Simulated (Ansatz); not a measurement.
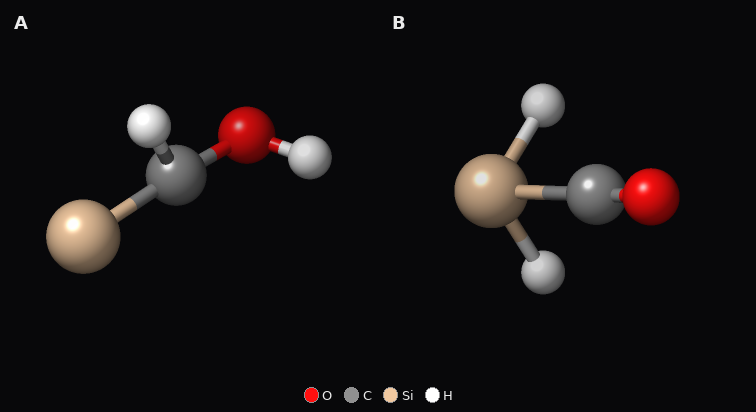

2 stationary structures of one formula. Geometries: PBE0-D4/def2-TZVP. Electronic energies: RHF-CCSD(T) (frozen core)/def2-TZVPP (Ansatz 0.2.0), without zero-point energy. No frequency run is at hand to confirm each as a minimum.

**Which structure is the most stable?**

B is lowest (Cs); A lies 33.1 kcal/mol above it.

Give E(B) − E(A) in kcal/mol at these levels too: r2SCAN-D4/def2-TZVPP; PBE0-D4/def2-TZVP; RHF-CCSD(T) (frozen core)/def2-TZVPP; PBE0-D4/def2-TZVPP; PBE-D4/def2-TZVPP; ωB97M-V/def2-TZVPP; B3LYP-D4/def2-TZVPP.

| level | E(B) − E(A) (kcal/mol) |
| --- | --- |
| r2SCAN-D4/def2-TZVPP | −35.2 |
| PBE0-D4/def2-TZVP | −32.8 |
| RHF-CCSD(T) (frozen core)/def2-TZVPP | −33.1 |
| PBE0-D4/def2-TZVPP | −31.7 |
| PBE-D4/def2-TZVPP | −33.2 |
| ωB97M-V/def2-TZVPP | −32.0 |
| B3LYP-D4/def2-TZVPP | −35.1 |
